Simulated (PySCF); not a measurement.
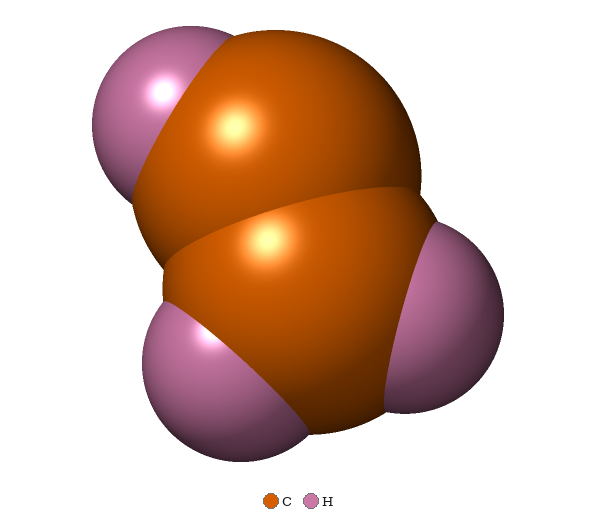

Charge 0, doublet. Computed geometry: PBE0-D3(BJ)/def2-SVP optimisation. No frequency run is at hand to confirm it as a minimum.

Draw it as a skeletal formula.

SMILES: [CH]=C

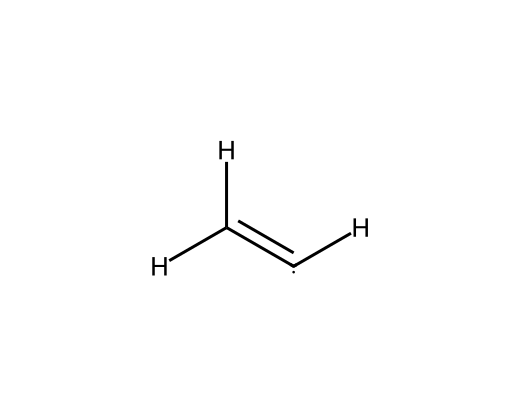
